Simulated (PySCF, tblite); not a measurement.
# C₆H₈NO radical: geometry, infrared bands and EPR parameters

Aim: predict the infrared bands and EPR parameters of C₆H₈NO radical (`C/C=C1/C[C]1NC=O`).

The runs use tblite 0.8.0 and PySCF 2.14.0, with density-fitted response routines of our own; the level of theory stands in each step. All values are computed, except where a source is named. Atoms are numbered from 0 throughout.

## Step 1: The starting structure

16 atoms, charge 0, multiplicity 2; geometry from: force field or distance geometry start.

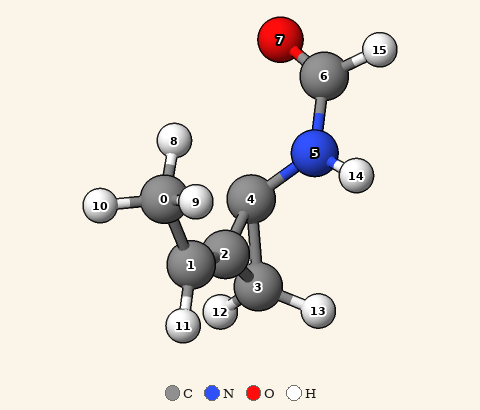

The starting geometry (carbon grey, nitrogen blue, oxygen red, hydrogen white), atoms numbered; sticks join atoms by distance.

## Step 2: Geometry optimisation with GFN2-xTB

Job settings and geometry (Å):

```
{"job": {"kind": "relax", "xc": "GFN2-xTB", "basis": "xTB"}, "charge": 0, "multiplicity": 2}
C     -2.247400     0.653300    -0.089000
C     -1.623100    -0.673300     0.106200
C     -0.333000    -0.930200    -0.089700
C      0.699600    -1.827400    -0.084700
C      0.896600    -0.401300    -0.462500
N      1.469000     0.495000     0.384300
C      2.274900     1.524000    -0.057800
O      2.597500     1.771500    -1.204900
H     -1.538300     1.407700    -0.434300
H     -2.697400     1.006300     0.855900
H     -3.058800     0.574900    -0.832400
H     -2.269200    -1.488100     0.449600
H      0.784800    -2.534300    -0.883400
H      1.128400    -2.132600     0.868700
H      1.283900     0.422500     1.380200
H      2.624900     2.141000     0.800200
```

The run is started by

```bash
$ OMP_NUM_THREADS=1 python probes_run.py task.json out
```

One launch serves the whole session: the jobs run in the order shown.

Standard output:

```text
step      E/eV     max force
  0    -646.13352    5.872
  1    -646.36836    5.589
  2    -646.57342    1.156
  3    -646.63390    0.676
  4    -646.66358    0.438
  5    -646.70048    0.455
  6    -646.71851    0.589
  7    -646.73883    0.406
  8    -646.75629    0.369
  9    -646.77011    0.311
 10    -646.77822    0.287
 11    -646.78729    0.301
 12    -646.79719    0.297
 13    -646.81015    0.373
 14    -646.82372    0.397
 15    -646.83568    0.305
 16    -646.84425    0.229
 17    -646.85175    0.291
 18    -646.86150    0.339
 19    -646.87202    0.270
 20    -646.88132    0.255
 21    -646.89067    0.289
 22    -646.90178    0.358
 23    -646.91393    0.376
 24    -646.92463    0.255
 25    -646.93200    0.195
 26    -646.93675    0.133
 27    -646.94070    0.186
 28    -646.94488    0.182
 29    -646.95024    0.214
 30    -646.95656    0.175
 31    -646.96169    0.136
 32    -646.96482    0.135
 33    -646.96790    0.115
 34    -646.97017    0.109
 35    -646.97260    0.105
 36    -646.97506    0.119
 37    -646.97805    0.170
 38    -646.98143    0.172
 39    -646.98530    0.184
 40    -646.98787    0.188
 41    -646.98927    0.534
 42    -646.99266    0.137
 43    -646.99493    0.103
 44    -646.99842    0.175
 45    -647.00207    0.211
 46    -647.00607    0.186
 47    -647.01129    0.197
 48    -647.01763    0.192
 49    -647.01979    0.485
 50    -647.02844    0.237
 51    -647.03357    0.216
 52    -647.04319    0.220
 53    -647.04844    0.179
 54    -647.05786    0.180
 55    -647.06435    0.231
 56    -647.06905    0.625
 57    -647.08081    0.262
 58    -647.09575    0.320
 59    -647.10429    0.758
 60    -647.12036    0.333
 61    -647.13056    0.267
 62    -647.13831    1.007
 63    -647.15621    0.254
 64    -647.16581    0.335
 65    -647.18856    0.563
 66    -647.20115    0.348
 67    -647.21459    0.247
 68    -647.22435    0.315
 69    -647.23598    0.422
 70    -647.23742    1.106
 71    -647.25932    0.255
 72    -647.27360    0.248
 73    -647.28861    0.471
 74    -647.29281    0.252
 75    -647.30034    0.228
 76    -647.30967    0.207
 77    -647.31682    0.210
 78    -647.32591    0.317
 79    -647.33715    0.376
 80    -647.35103    0.471
 81    -647.36290    0.322
 82    -647.36923    0.336
 83    -647.37380    0.158
 84    -647.37778    0.189
 85    -647.38135    0.131
 86    -647.38373    0.232
 87    -647.38546    0.201
 88    -647.38698    0.190
 89    -647.38838    0.144
 90    -647.38967    0.116
 91    -647.39092    0.091
 92    -647.39218    0.101
 93    -647.39358    0.076
 94    -647.39486    0.080
 95    -647.39584    0.083
 96    -647.39652    0.068
 97    -647.39713    0.051
 98    -647.39771    0.068
 99    -647.39826    0.073
100    -647.39892    0.077
101    -647.39961    0.074
102    -647.40022    0.052
103    -647.40063    0.054
104    -647.40092    0.051
105    -647.40118    0.044
106    -647.40144    0.050
107    -647.40169    0.046
108    -647.40192    0.052
109    -647.40215    0.050
110    -647.40240    0.045
111    -647.40265    0.043
112    -647.40285    0.026
113    -647.40299    0.038
114    -647.40308    0.020
115    -647.40316    0.026
116    -647.40323    0.028
117    -647.40334    0.029
118    -647.40349    0.043
119    -647.40365    0.042
120    -647.40379    0.030
121    -647.40391    0.021
122    -647.40401    0.018
123    -647.40407    0.017
124    -647.40412    0.015
125    -647.40416    0.014
126    -647.40419    0.013
127    -647.40421    0.012
128    -647.40425    0.016
129    -647.40430    0.018
130    -647.40435    0.018
131    -647.40441    0.020
132    -647.40446    0.020
133    -647.40452    0.019
134    -647.40459    0.019
135    -647.40467    0.023
136    -647.40475    0.024
137    -647.40484    0.030
138    -647.40500    0.035
139    -647.40526    0.044
140    -647.40556    0.040
141    -647.40579    0.024
142    -647.40589    0.024
143    -647.40593    0.029
144    -647.40601    0.028
145    -647.40613    0.023
146    -647.40622    0.017
147    -647.40628    0.011
148    -647.40630    0.007
```

Wall time 0.93 s (1 thread of Arm Neoverse V1, shared host).

Relaxation path: (not every step is listed)

```csv
step,energy from step 0 (eV),largest force (eV/Å)
0,0.0000,5.8715
1,-0.2348,5.5890
2,-0.4399,1.1561
3,-0.5004,0.6764
4,-0.5301,0.4376
5,-0.5670,0.4548
6,-0.5850,0.5894
7,-0.6053,0.4062
8,-0.6228,0.3686
21,-0.7572,0.2893
34,-0.8367,0.1093
47,-0.8778,0.1968
60,-0.9868,0.3332
73,-1.1551,0.4715
86,-1.2502,0.2319
99,-1.2647,0.0730
112,-1.2693,0.0256
125,-1.2706,0.0142
138,-1.2715,0.0352
143,-1.2724,0.0290
144,-1.2725,0.0277
145,-1.2726,0.0235
146,-1.2727,0.0166
147,-1.2728,0.0109
148,-1.2728,0.0071
```

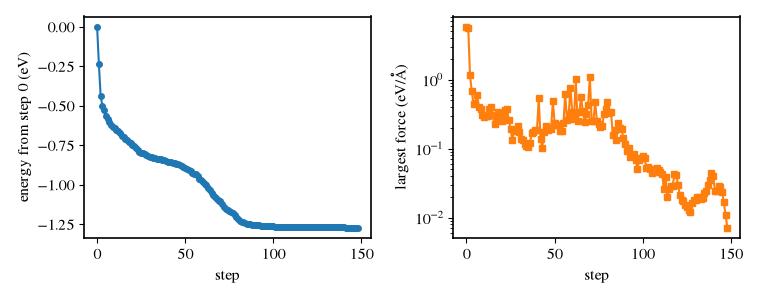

Energy and force, step by step.

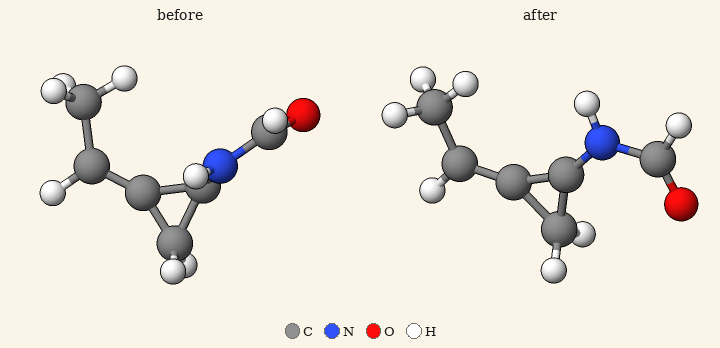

The geometry before (left) and after (right).

Close pairs (by a distance rule), those that changed most:

```csv
bond,before (Å),after (Å),change (Å)
C2–C3,1.368,1.504,+0.137
C2–C4,1.389,1.366,-0.023
C3–H12,1.070,1.086,+0.016
C1–H11,1.095,1.080,-0.015
C0–H9,1.105,1.091,-0.013
C3–C4,1.488,1.476,-0.013
C0–C1,1.479,1.492,+0.013
C0–H10,1.103,1.091,-0.012
```

The next job starts from the end point, and lists it.

## Step 3: Vibrational analysis with GFN2-xTB

Job settings and geometry (Å):

```
{"job": {"kind": "ir", "xc": "GFN2-xTB", "basis": "xTB"}, "charge": 0, "multiplicity": 2}
C     -2.605392     0.470842     0.330222
C     -1.808197    -0.740115    -0.021155
C     -0.470081    -0.746583    -0.106407
C      0.776000    -1.545098    -0.376671
C      0.737413    -0.112761    -0.024115
N      1.469590     0.999184     0.186094
C      2.838347     1.055936     0.113982
O      3.560602     0.123923    -0.142488
H     -1.958744     1.326681     0.506473
H     -3.198544     0.288582     1.227619
H     -3.300396     0.716719    -0.474012
H     -2.357763    -1.649792    -0.212745
H      1.019886    -1.836931    -1.393387
H      1.124623    -2.264630     0.357485
H      0.962239     1.846122     0.413173
H      3.202819     2.076866     0.322619
```

Standard output:

```text
mode    cm-1     km/mol
  1      59.7      8.59
  2      91.7      7.21
  3      96.0      4.16
  4     127.9      0.88
  5     155.4      5.26
  6     210.6      5.85
  7     337.2      8.08
  8     352.8      0.58
  9     361.8      0.20
 10     479.7      2.19
 11     593.0     77.01
 12     698.0     27.10
 13     718.2     16.51
 14     773.7      5.57
 15     861.6      4.96
 16     866.5      6.66
 17     937.8      0.08
 18     979.3      0.62
 19    1017.1      2.49
 20    1032.3      6.72
 21    1047.5     15.07
 22    1104.6     14.30
 23    1116.8     20.96
 24    1150.3     14.30
 25    1287.2     22.21
 26    1340.0     91.70
 27    1365.2      3.23
 28    1396.6      2.48
 29    1445.8      3.58
 30    1473.2      3.50
 31    1479.6     10.62
 32    1543.5     34.15
 33    1714.9    806.82
 34    1815.3     77.97
 35    2790.7    136.49
 36    2973.6     27.49
 37    2990.1     26.44
 38    2994.0     47.08
 39    3010.6     34.83
 40    3040.7     20.40
 41    3076.3     35.81
 42    3374.6      2.02
```

It took 0.47 s on 1 thread of Arm Neoverse V1, shared host.

Which atoms move in the most intense modes:

```csv
cm⁻¹,km/mol,atoms
593,77.0,H14 87 %
1340,91.7,"H14 56 %, N5 25 %"
1715,806.8,"C6 55 %, O7 32 %"
1815,78.0,"C2 43 %, C4 29 %"
2791,136.5,H15 94 %
2994,47.1,"H10 48 %, H9 48 %"
3011,34.8,"H13 49 %, H12 47 %"
3076,35.8,H11 90 %
```

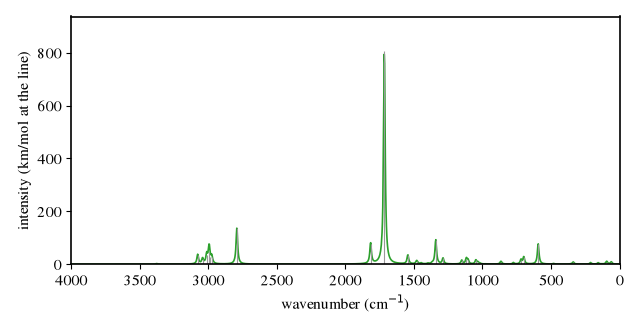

The infrared spectrum from these modes, unscaled. Lines are broadened to a width of 14 cm⁻¹ (Lorentzian).

## Step 4: g tensor and hyperfine couplings: B3LYP/pcH-1

The job, as its differences from that of step 3:

```diff
@@ -1,2 +1,2 @@
-{"job": {"kind": "ir", "xc": "GFN2-xTB", "basis": "xTB"}, "charge": 0, "multiplicity": 2}
+{"job": {"kind": "epr", "basis": "pcH-1"}, "charge": 0, "multiplicity": 2}
 C     -2.605392     0.470842     0.330222
```

With the program's defaults for keys left out, this is: UKS B3LYP, pcH-1 on C H N O, non-relativistic, mean-field spin-orbit, GIAO.

Standard output:

```text
UKS, coarse grid
  cycle   1  E = -363.15347474  |g| = 6.77e-01
  cycle   2  E = -362.13876415  |g| = 1.68e+00
  cycle   3  E = -363.33244239  |g| = 1.70e-01
  cycle   4  E = -363.34238464  |g| = 1.06e-01
  cycle   5  E = -363.34757322  |g| = 2.74e-02
  cycle   6  E = -363.34792136  |g| = 1.18e-02
  cycle   7  E = -363.34800415  |g| = 5.12e-03
  cycle   8  E = -363.34802385  |g| = 2.26e-03
  cycle   9  E = -363.34802998  |g| = 8.32e-04
UKS, final grid
  cycle   1  E = -363.34804006  |g| = 1.33e-03
  cycle   2  E = -363.34803820  |g| = 2.63e-03
  cycle   3  E = -363.34804080  |g| = 3.20e-04
  cycle   4  E = -363.34804084  |g| = 7.60e-05
  cycle   5  E = -363.34804085  |g| = 7.91e-05
  cycle   6  E = -363.34804086  |g| = 1.86e-05
E = -363.34804086 Eh   <S^2> = 0.7696 (exact 0.7500)
g shifts (ppm)      1          2          3
  rmc          -167       -167       -167
  gc             -7         36         26
  oz_so          -3        915       1482
  total        -177        784       1341
hyperfine (MHz)  atom isotope    a_iso     a_fc   dipolar eigenvalues
    0   13C     -17.06     -17.06     -1.05      0.48      0.57
    1   13C      44.17      44.17    -41.05    -40.02     81.07
    2   13C     -44.67     -44.67    -23.99      5.95     18.04
    3   13C     -17.25     -17.25     -2.40     -0.36      2.75
    4   13C      59.49      59.49    -50.83    -46.28     97.11
    5   14N      -2.22      -2.22     -2.70     -2.17      4.87
    6   13C       0.68       0.68     -4.36     -3.08      7.44
    7   17O      -6.42      -6.42    -27.82     13.49     14.33
    8    1H       1.44       1.44     -2.49     -1.09      3.59
    9    1H      50.93      50.93     -2.71     -1.98      4.69
   10    1H      51.43      51.43     -2.71     -1.96      4.67
   11    1H     -33.91     -33.91    -19.21     -0.43     19.64
   12    1H      63.03      63.03     -2.52     -1.62      4.13
   13    1H      63.73      63.73     -2.51     -1.69      4.20
   14    1H      -3.47      -3.47     -3.48     -2.52      6.00
   15    1H      -6.57      -6.57     -3.31     -1.68      4.99
```

Wall time 82 s (1 thread of Arm Neoverse V1, shared host); peak memory 1 GiB.

Principal g values 2.00214, 2.00310, 2.00366; g(iso) = 2.00297, against 2.00232 for a free electron.

Hyperfine couplings; where a row names several nuclei, a(iso) is their mean (it holds for fast rotation or exchange) and the dipolar term the largest among them:

```csv
nuclei,isotope,a(iso) (MHz),"a(iso) (G, at g = 2.0023)",largest dipolar term (MHz)
"H12, H13",1H,63.4,22.6,4.2
C4,13C,59.5,21.2,97.1
C2,13C,-44.7,-15.9,-24.0
C1,13C,44.2,15.8,81.1
"H8, H9, H10",1H,34.6,12.3,4.7
H11,1H,-33.9,-12.1,19.6
C3,13C,-17.2,-6.2,2.8
C0,13C,-17.1,-6.1,-1.0
H15,1H,-6.6,-2.3,5.0
O7,17O,-6.4,-2.3,-27.8
H14,1H,-3.5,-1.2,6.0
N5,14N,-2.2,-0.8,4.9
C6,13C,0.7,0.2,7.4
```

Mulliken spin populations:

C0 -0.04; C1 0.53; C2 -0.20; C3 -0.04; C4 0.55; N5 0.01; C6 0.04; O7 0.09; H8 0.00; H9 0.02; H10 0.02; H11 -0.02; H12 0.03; H13 0.03; H14 0.00; H15 0.00

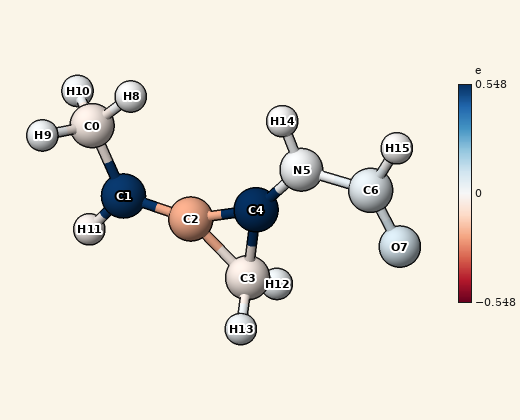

Mulliken spin populations, as colours on the atoms.

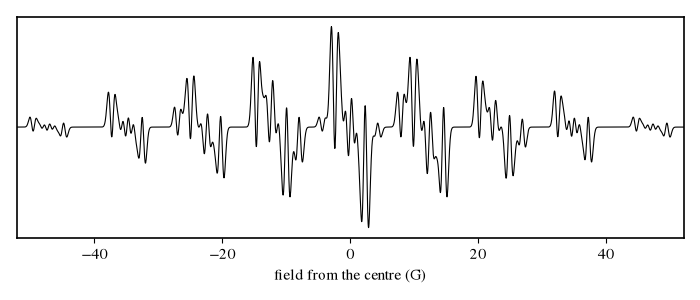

First-order isotropic spectrum (first derivative, main isotopes with spin only, couplings over 0.8 MHz, Gaussian width 0.3 G; couplings of the frozen geometry, rotation of groups not averaged beyond the rows shown).

Orbitals, density, ELF and potential are computed afterwards from the orbital file.

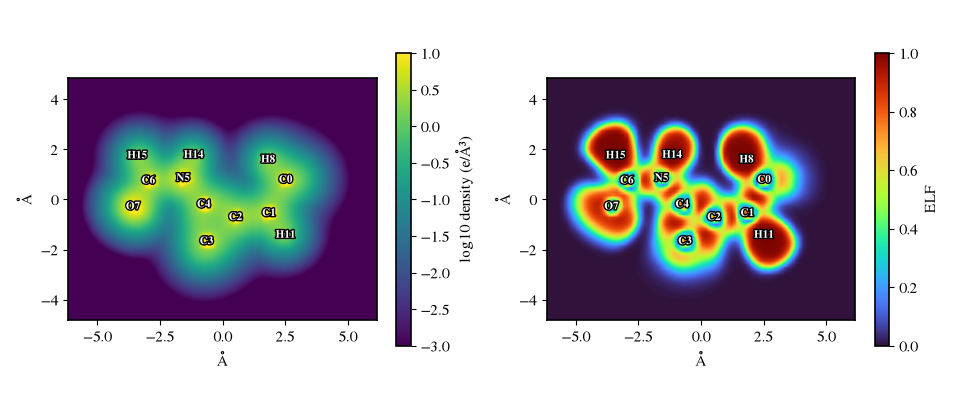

Density (left) and ELF (right) in a plane through or near 12 of the atoms.

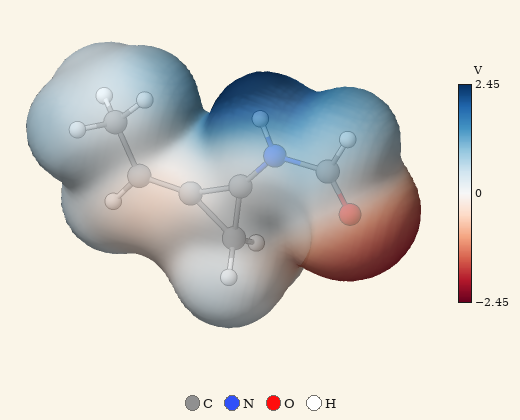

Electrostatic potential on the surface of density 0.002 e/bohr³; red is low, blue high. It runs from -1.85 V near O7 to 2.45 V near H14.

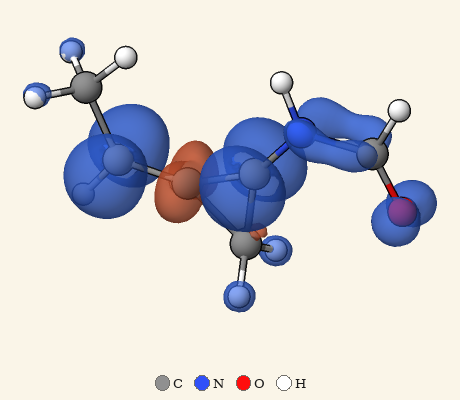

Spin density at ±0.03 e/Å³ (alpha excess blue, beta excess red).

## Step 5: Results

| quantity | value |
| --- | --- |
| strongest single infrared mode (GFN2-xTB) | 1715 cm⁻¹, 807 km/mol |
| zero-point energy (GFN2-xTB) | 77.6 kcal/mol |
| g(iso) (B3LYP) | 2.00297 |
| ⟨S²⟩ | 0.770 (exact 0.75) |
| largest a(iso) (averaged by class) | 1H on H12, H13, 63.4 MHz |
| potential on the surface of density 0.002 e/bohr³, 1st and 99th percentile | -1.85 V and 2.45 V |

What this shows: Relaxing lowered the energy by 1.273 eV in 148 steps; the close pair that moved most is C2–C3, from 1.368 to 1.504 Å. No mode is imaginary among the 42: a minimum at this level. The strongest single mode, at 1715 cm⁻¹, moves mainly C6 and O7. GFN2-xTB is a fitted tight-binding method: band positions and strengths are rough. Its intensities can rank the bands wrongly. The largest spin populations lie on C4 (0.55 e), C1 (0.53 e). The isotropic g lies 0.6 ppt above the free-electron value. The conformer search found further structures of the same energy, which may be mirror or relabelled copies of this one.
